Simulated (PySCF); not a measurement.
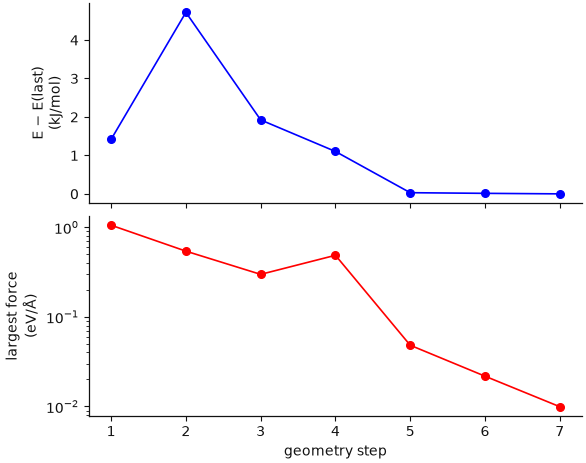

History of a geometry optimisation.

- system: C₂H₃F (SMILES C=CF)
- method: PBE0-D3(BJ)/def2-SVP, geometry optimisation (PySCF)

Q: How did it end, and what did it gain?

A: The optimisation met its thresholds at geometry 7, counting the start as the first. The energy fell by about 1.4 kJ/mol from the first step to the last, with a rise at step 2. The largest force goes from about 1.1 eV/Å at the start to 0.01 eV/Å at the end.

Q: By which step was nine tenths of the energy gained?

A: By step 5 of 7.
